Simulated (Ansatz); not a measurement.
FGeH3OSi2

Input

```
crystal:
  periodic: [false, false, false]
  atoms:
    - {symbol: F, position_ang: [3.815928, 2.027762, -1.933003]}
    - {symbol: Ge, position_ang: [3.461264, 0.040605, 0.823118]}
    - {symbol: O, position_ang: [2.109958, 2.658068, 0.053826]}
    - {symbol: Si, position_ang: [2.034676, 1.735498, 1.448991]}
    - {symbol: Si, position_ang: [2.632020, 1.403884, -1.013608]}
    - {symbol: H, position_ang: [2.601892, -1.244526, 1.004537]}
    - {symbol: H, position_ang: [1.341379, 2.528430, 2.515632]}
    - {symbol: H, position_ang: [1.522411, 1.081060, -1.948907]}
basis:
  gaussian:
    orbitals: def2-TZVPD
magnetization:
  spin_polarized: false
hamiltonian:
  xc: pbe0
output: {forces: true, orbitals: {seedname: orbitals}}
```

Command:

```sh
ansatz run input.yaml --threads 2 --pin off --max-ram 4350MiB --events-out events.jsonl --progress --plain --runs-dir runs
```

Geometry: r2SCAN-D4/def2-SVP.

Theory: isolated molecule in a Gaussian basis; Kohn-Sham density functional theory, functional PBE0 (Ansatz).

What will maps of the electron density and electron localisation function show?

Si–F (1.62 Å): ρ is about 1.1 e/Å³ halfway; the ELF peaks at about 0.85 in the valence shell of F, 0.6 Å from its nucleus, and is about 0.55 at the midpoint.
Si–Ge (2.43 Å): ρ is about 0.55 e/Å³ halfway; the ELF peaks at about 0.90 between the atoms, as expected for a covalent bond.

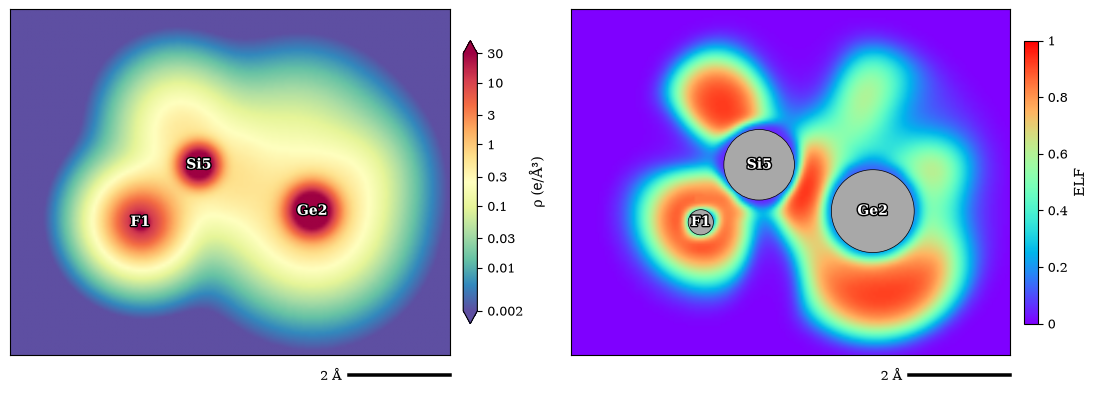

Computed electron density and electron localisation function on the plane of atoms F1, Si5 and Ge2, in this order. Grey discs cover the atomic cores in the ELF map. 
